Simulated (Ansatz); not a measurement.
# CH₄BF₃: nudged elastic band

System: CH₄BF₃.
Method: RKS B3LYP-D4/def2-SVP (Ansatz 0.2.0).

It belongs to a series of runs on one base structure; here: band between the two ends. Figures and captions count atoms from 1; the log counts them from 0 in places.

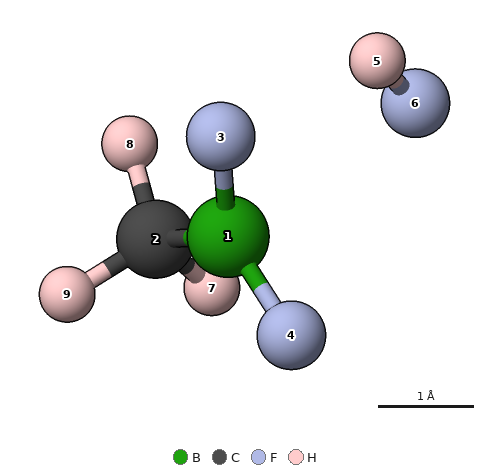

**Figure 1.** The starting structure (ball-and-stick view, seen at a tilt; atoms are numbered from 1 in the order of the input). Bond lengths as drawn: B–C 1.56 Å, B–F 1.32 to 1.35 Å, C–H 1.10 Å and F–H 0.93 Å.

## The input
```yaml
crystal:
  periodic: [false, false, false]
  atoms:
    - { symbol: B, position_ang: [-0.474638, -0.35752, -0.427746] }
    - { symbol: C, position_ang: [0.303985, -0.649953, 0.888199] }
    - { symbol: F, position_ang: [0.146919, -0.281742, -1.618462] }
    - { symbol: F, position_ang: [-1.794042, -0.287695, -0.479299] }
    - { symbol: H, position_ang: [0.337095, 1.708779, -1.407] }
    - { symbol: F, position_ang: [0.025604, 2.103804, -0.624123] }
    - { symbol: H, position_ang: [-0.125199, -0.091405, 1.733591] }
    - { symbol: H, position_ang: [1.375589, -0.420399, 0.805711] }
    - { symbol: H, position_ang: [0.204586, -1.723769, 1.129128] }
basis:
  gaussian: { orbitals: def2-SVP }
hamiltonian:
  xc: b3lyp
  dispersion: d4
neb:
  order_check: false
  images: 5
  f_tol: 0.05
  max_iterations: 60
  final_atoms:
    - { symbol: B, position_ang: [-1.01726915, 0.29435543, -1.36540906] }
    - { symbol: C, position_ang: [0.81420466, -0.23598192, 1.09560638] }
    - { symbol: F, position_ang: [-0.56641082, -0.75926611, -2.00996999] }
    - { symbol: F, position_ang: [-2.01471608, 0.16942263, -0.51943544] }
    - { symbol: H, position_ang: [0.90820828, 0.76397252, 0.64762084] }
    - { symbol: F, position_ang: [-0.48642174, 1.47671154, -1.58641594] }
    - { symbol: H, position_ang: [-0.13836394, -0.3088352, 1.63944342] }
    - { symbol: H, position_ang: [1.65055102, -0.39703747, 1.79062242] }
    - { symbol: H, position_ang: [0.85011678, -1.00324142, 0.30793637] }
  initial_path:
    images:
      - { positions_ang: [[-0.474638, -0.35752, -0.427746], [0.303985, -0.649953, 0.888199], [0.146919, -0.281742, -1.618462], [-1.794042, -0.287695, -0.479299], [0.337095, 1.708779, -1.407], [0.025604, 2.103804, -0.624123], [-0.125199, -0.091405, 1.733591], [1.375589, -0.420399, 0.805711], [0.204586, -1.723769, 1.129128]] }
      - { positions_ang: [[-0.49372482, -0.24882699, -0.54724175], [0.34229979, -0.53659729, 0.85260645], [0.0981979, -0.38639271, -1.69647264], [-1.80927687, -0.20851279, -0.52891219], [0.32993911, 1.4313915, -0.92139134], [-0.00974661, 1.93206869, -0.69570743], [-0.09947087, -0.03396667, 1.71609193], [1.41631061, -0.33681714, 0.80327594], [0.22537076, -1.6122466, 1.01775004]] }
      - { positions_ang: [[-0.51281164, -0.14013399, -0.66673751], [0.38061459, -0.42324158, 0.81701391], [0.0494768, -0.49104342, -1.77448327], [-1.82451173, -0.12933059, -0.57852539], [0.32278322, 1.154004, -0.43578268], [-0.04509722, 1.76033339, -0.76729186], [-0.07374275, 0.02347166, 1.69859285], [1.45703221, -0.25323527, 0.80084087], [0.24615551, -1.5007242, 0.90637207]] }
      - { positions_ang: [[-0.53189845, -0.03144098, -0.78623326], [0.41892938, -0.30988587, 0.78142136], [0.0007557, -0.59569412, -1.85249391], [-1.8397466, -0.05014838, -0.62813858], [0.31562734, 0.8766165, 0.04982598], [-0.08044784, 1.58859808, -0.83887629], [-0.04801462, 0.08090999, 1.68109378], [1.49775382, -0.16965341, 0.79840581], [0.26694027, -1.38920179, 0.79499411]] }
      - { positions_ang: [[-0.69368868, 0.07715782, -0.97929186], [0.55068781, -0.28525122, 0.8861497], [-0.18829981, -0.65021812, -1.90498594], [-1.89806976, 0.02304195, -0.5919042], [0.51315432, 0.8390685, 0.24909094], [-0.21577247, 1.55130257, -1.08805617], [-0.07813106, -0.04900508, 1.66721033], [1.54868622, -0.2454481, 1.12914468], [0.46133244, -1.26054833, 0.63264153]] }
      - { positions_ang: [[-0.85547892, 0.18575662, -1.17235046], [0.68244623, -0.26061657, 0.99087804], [-0.37735532, -0.70474211, -1.95747796], [-1.95639292, 0.09623229, -0.55566982], [0.7106813, 0.80152051, 0.44835589], [-0.3510971, 1.51400705, -1.33723606], [-0.1082475, -0.17892014, 1.65332687], [1.59961862, -0.32124278, 1.45988355], [0.65572461, -1.13189488, 0.47028895]] }
      - { positions_ang: [[-1.01726915, 0.29435543, -1.36540906], [0.81420466, -0.23598192, 1.09560638], [-0.56641082, -0.75926611, -2.00996999], [-2.01471608, 0.16942263, -0.51943544], [0.90820828, 0.76397252, 0.64762084], [-0.48642174, 1.47671154, -1.58641594], [-0.13836394, -0.3088352, 1.63944342], [1.65055102, -0.39703747, 1.79062242], [0.85011678, -1.00324142, 0.30793637]] }
```

Launched with:
```bash
ansatz run input.yaml --threads 2 --pin off --max-ram 3072MiB --backend cpu --events-out ev --progress --plain --runs-dir out
```

## The program's output
```
Engine: ansatz 0.2.0, aarch64-unknown-linux-gnu
Functional definition: B3LYP
  parameter a0 = 0.2
  parameter ax = 0.72
  parameter ac = 0.81
  exchange = (1 - a0 - ax)*slater_x + ax*b88_x + a0*exact_x
  correlation = (1 - ac)*vwn_rpa_c + ac*lyp_c
963 factors; integrals over basis functions are off by at most 5.5e-4 eV
mean field evaluation 1: about -9918.8770 eV, gradient 5.9e1 eV
mean field evaluation 2: about -9916.2808 eV, gradient 7.0e1 eV
mean field evaluation 4: about -9925.3623 eV, gradient 1.8e0 eV
mean field evaluation 8: about -9925.4064 eV, gradient 1.9e-1 eV
mean field -9925.40645384 eV, -364.7519594965 hartree, gradient 2.9e-5 eV, S^2 0.000000; 0 other end points of the search recorded, 0 dependent functions left out
the calculation of the forces begins
reference -9925.40665695 eV, -364.7519669606 hartree; 21, 21 occupied and 69, 69 virtual orbitals, 963 factors
963 factors; integrals over basis functions are off by at most 1.3e-3 eV
mean field evaluation 16: about -9920.2597 eV, gradient 5.8e1 eV
mean field -9926.81885901 eV, -364.8038644293 hartree, gradient 6.7e-5 eV, S^2 0.000000; 0 other end points of the search recorded, 0 dependent functions left out
[... from here on the field's lines of each further geometry are left out, up to the last ...]
NEB iter   1: max|band force component| = 4.365e1 eV/Å  barrier→ = 5.5564 eV  barrier← = 6.9528 eV  Δτ_max = 0.1996 Å  (176 SCF iters)
NEB iter   2: max|band force component| = 3.142e0 eV/Å  barrier→ = 1.1352 eV  barrier← = 2.5316 eV  Δτ_max = 0.2000 Å  (161 SCF iters)
NEB iter   3: max|band force component| = 7.315e0 eV/Å  barrier→ = 1.1007 eV  barrier← = 2.4971 eV  Δτ_max = 0.1008 Å  (150 SCF iters)
NEB iter   4: max|band force component| = 1.223e0 eV/Å  barrier→ = 1.0366 eV  barrier← = 2.4330 eV  Δτ_max = 0.1667 Å  (152 SCF iters)
NEB iter   5: max|band force component| = 6.309e-1 eV/Å  barrier→ = 1.1040 eV  barrier← = 2.5004 eV  Δτ_max = 0.2000 Å  (138 SCF iters)
NEB iter   6: max|band force component| = 3.648e0 eV/Å  barrier→ = 1.0560 eV  barrier← = 2.4525 eV  Δτ_max = 0.1026 Å  (146 SCF iters)
NEB iter   7: max|band force component| = 1.211e0 eV/Å  barrier→ = 1.0878 eV  barrier← = 2.4842 eV  Δτ_max = 0.0952 Å  (144 SCF iters)
NEB iter   8: max|band force component| = 6.163e-1 eV/Å  barrier→ = 1.1527 eV  barrier← = 2.5491 eV  Δτ_max = 0.2000 Å  (139 SCF iters)
NEB iter   9: max|band force component| = 2.667e0 eV/Å  barrier→ = 0.8209 eV  barrier← = 2.2173 eV  Δτ_max = 0.0996 Å  (143 SCF iters)
NEB iter  10: max|band force component| = 9.665e-1 eV/Å  barrier→ = 1.0123 eV  barrier← = 2.4087 eV  CI = image 3  Δτ_max = 0.0937 Å  (142 SCF iters)
NEB iter  11: max|band force component| = 6.044e-1 eV/Å  barrier→ = 1.1243 eV  barrier← = 2.5207 eV  CI = image 3  Δτ_max = 0.0232 Å  (135 SCF iters)
NEB iter  12: max|band force component| = 3.880e-1 eV/Å  barrier→ = 1.1159 eV  barrier← = 2.5123 eV  CI = image 3  Δτ_max = 0.0234 Å  (141 SCF iters)
NEB iter  13: max|band force component| = 7.150e-2 eV/Å  barrier→ = 1.1115 eV  barrier← = 2.5079 eV  CI = image 3  Δτ_max = 0.0053 Å  (133 SCF iters)
the calculation of the forces begins
reference -9926.80009344 eV, -364.8031748071 hartree; 21, 21 occupied and 69, 69 virtual orbitals, 963 factors
963 factors; integrals over basis functions are off by at most 6.7e-4 eV
mean field evaluation 640: about -9924.2858 eV, gradient 1.1e-3 eV
mean field -9924.28581459 eV, -364.7107767637 hartree, gradient 1.6e-5 eV, S^2 0.000000; 1 other end points of the search recorded, 0 dependent functions left out
the calculation of the forces begins
reference -9924.28601612 eV, -364.7107841698 hartree; 21, 21 occupied and 69, 69 virtual orbitals, 963 factors
NEB iter  14: max|band force component| = 2.947e-2 eV/Å  barrier→ = 1.1113 eV  barrier← = 2.5077 eV  CI = image 3  Δτ_max = 0.0000 Å  (245 SCF iters)
```

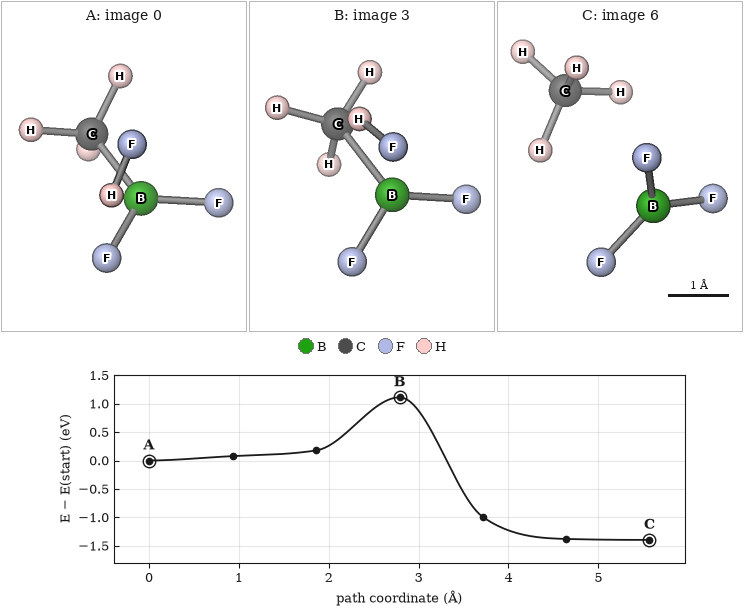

**Figure 2.** Images of the last band (counted from 0; ball-and-stick, seen at a tilt) above the energy along the path; the line is a cubic interpolation that uses the forces. The highest image is number 3, 1.111 eV above the start and 2.508 eV above the end (the climbing image); the end lies 1.396 eV below the start. The path is 5.57 Å long. The band converged in 14 iterations.

```
Total energy: -9924.48195382 eV, -364.7179847473 hartree
Atom 0 at    -0.497094    -0.009061    -0.731717 Å, force    -0.024437     0.001967    -0.003788 eV/Å
Atom 1 at     0.386062    -0.280551     0.739548 Å, force    -0.020238    -0.021872    -0.014834 eV/Å
Atom 2 at     0.031145    -0.653536    -1.778125 Å, force     0.004380     0.003131     0.005930 eV/Å
Atom 3 at    -1.818410    -0.071960    -0.539939 Å, force     0.012658     0.003669     0.001107 eV/Å
Atom 4 at     0.350749     0.952438     0.038991 Å, force     0.007870    -0.003829    -0.013672 eV/Å
Atom 5 at    -0.072191     1.549326    -0.851583 Å, force     0.000477    -0.008916     0.008872 eV/Å
Atom 6 at    -0.092834     0.045353     1.673272 Å, force     0.001853     0.005293     0.009412 eV/Å
Atom 7 at     1.481089    -0.163355     0.798005 Å, force     0.016453     0.015074     0.012352 eV/Å
Atom 8 at     0.231384    -1.368555     0.651546 Å, force     0.000985     0.005483    -0.005380 eV/Å
Dipole moment:     0.364562    -0.060028     0.544763 e Å
this run last wrote the band of iteration 14 to [file]
```

## The last band as extended XYZ (Å, eV, eV/Å)
```
9
Properties=species:S:1:pos:R:3:forces:R:3 image=0 energy=-9925.59301
B    -0.4746   -0.3575   -0.4277    0.0198   0.0125  -0.0020
C     0.3040   -0.6500    0.8882   -0.0004  -0.0052  -0.0062
F     0.1469   -0.2817   -1.6185   -0.0050  -0.0131   0.0038
F    -1.7940   -0.2877   -0.4793   -0.0158  -0.0029  -0.0045
H     0.3371    1.7088   -1.4070   -0.0020  -0.0027  -0.0083
F     0.0256    2.1038   -0.6241    0.0041   0.0115   0.0112
H    -0.1252   -0.0914    1.7336   -0.0035   0.0008   0.0035
H     1.3756   -0.4204    0.8057   -0.0018   0.0023  -0.0005
H     0.2046   -1.7238    1.1291    0.0045  -0.0032   0.0030
9
Properties=species:S:1:pos:R:3:forces:R:3 image=1 energy=-9925.51618
B    -0.5691   -0.4181   -0.5183   -0.0037  -0.0039   0.0058
C     0.2829   -0.5682    0.7848   -0.0009  -0.0147   0.0118
F    -0.0168   -0.5515   -1.7243    0.0095   0.0236   0.0042
F    -1.8892   -0.3097   -0.4887   -0.0010  -0.0177  -0.0007
H     0.8048    1.7928   -0.8008    0.0283   0.0273  -0.0718
F    -0.0876    1.9499   -0.6028   -0.0153   0.0163   0.0279
H    -0.1169    0.0471    1.6040   -0.0041  -0.0075   0.0045
H     1.3446   -0.3210    0.6288   -0.0048  -0.0129   0.0074
H     0.2472   -1.6210    1.1173   -0.0081  -0.0106   0.0108
9
Properties=species:S:1:pos:R:3:forces:R:3 image=2 energy=-9925.41593
B    -0.5426   -0.3522   -0.6216   -0.0088  -0.1197   0.0434
C     0.3033   -0.4725    0.7044   -0.0336  -0.0726  -0.0144
F    -0.0221   -0.7076   -1.7892   -0.0151  -0.0076  -0.0108
F    -1.8521   -0.1498   -0.5765   -0.0117  -0.0209  -0.0216
H     0.5317    1.5415   -0.0515    0.0614   0.2097  -0.0290
F     0.0405    1.8277   -0.7889    0.0427   0.0979   0.0343
H    -0.1392    0.0509    1.5666   -0.0232  -0.0090  -0.0372
H     1.3663   -0.1912    0.6011   -0.0430  -0.0109  -0.0646
H     0.3142   -1.5466    0.9556    0.0313  -0.0670   0.1000
9
Properties=species:S:1:pos:R:3:forces:R:3 image=3 energy=-9924.48175
B    -0.4971   -0.0091   -0.7317   -0.0244   0.0020  -0.0038
C     0.3861   -0.2806    0.7395   -0.0202  -0.0219  -0.0148
F     0.0311   -0.6535   -1.7781    0.0044   0.0031   0.0059
F    -1.8184   -0.0720   -0.5399    0.0127   0.0037   0.0011
H     0.3507    0.9524    0.0390    0.0079  -0.0038  -0.0137
F    -0.0722    1.5493   -0.8516    0.0005  -0.0089   0.0089
H    -0.0928    0.0454    1.6733    0.0019   0.0053   0.0094
H     1.4811   -0.1634    0.7980    0.0165   0.0151   0.0124
H     0.2314   -1.3686    0.6515    0.0010   0.0055  -0.0054
9
Properties=species:S:1:pos:R:3:forces:R:3 image=4 energy=-9926.58749
B    -0.6770    0.2588   -1.1172   -0.2519   0.3229  -0.5192
C     0.5541   -0.2418    0.9353    0.2234   0.0877   0.2513
F    -0.0172   -0.6343   -1.8300   -0.0394   0.0259  -0.0719
F    -1.8313   -0.0585   -0.5628   -0.0093   0.0175  -0.0480
H     0.4135    0.6423    0.2941    0.0881  -0.4275   0.3538
F    -0.3163    1.5431   -1.1859   -0.3299  -0.0203  -0.4741
H     0.0270   -0.0159    1.8671    0.1418  -0.0731   0.2682
H     1.6399   -0.2846    1.0509    0.2064  -0.1472   0.3612
H     0.2071   -1.2091    0.5485   -0.0292   0.2140  -0.1212
9
Properties=species:S:1:pos:R:3:forces:R:3 image=5 energy=-9926.97296
B    -0.9087    0.3032   -1.3952   -0.0058  -0.0032  -0.0089
C     0.7268   -0.2453    1.1197    0.0090  -0.0052   0.0150
F    -0.2759   -0.6441   -2.0512   -0.0159   0.0022  -0.0189
F    -1.9600    0.0076   -0.6650   -0.0100   0.0104  -0.0106
H     0.6737    0.6762    0.5232    0.0141   0.0057   0.0101
F    -0.5074    1.5526   -1.4962   -0.0140  -0.0025  -0.0196
H     0.0771   -0.1421    1.9994    0.0010  -0.0096   0.0078
H     1.7675   -0.3942    1.4379    0.0069  -0.0063   0.0240
H     0.4068   -1.1138    0.5274    0.0147   0.0086   0.0011
9
Properties=species:S:1:pos:R:3:forces:R:3 image=6 energy=-9926.98944
B    -1.0173    0.2944   -1.3654   -0.0026  -0.0047  -0.0024
C     0.8142   -0.2360    1.0956   -0.0012  -0.0103   0.0016
F    -0.5664   -0.7593   -2.0100    0.0014   0.0030   0.0019
F    -2.0147    0.1694   -0.5194    0.0011   0.0020   0.0011
H     0.9082    0.7640    0.6476    0.0004  -0.0025   0.0022
F    -0.4864    1.4767   -1.5864    0.0004  -0.0008   0.0019
H    -0.1384   -0.3088    1.6394    0.0185   0.0000  -0.0104
H     1.6506   -0.3970    1.7906   -0.0167   0.0023  -0.0101
H     0.8501   -1.0032    0.3079   -0.0013   0.0109   0.0142
```

## Results in brief

- outcome: converged
- barrier, forward: 1.111 eV
- barrier, backward: 2.508 eV
- hardware: 2 threads of Arm Neoverse V2, 24 GiB of memory available, shared host
- wall time: 2 min (CPU time 3.8 min)
- peak memory: 0.17 GiB

## Remarks

The order of the saddle point was not checked.
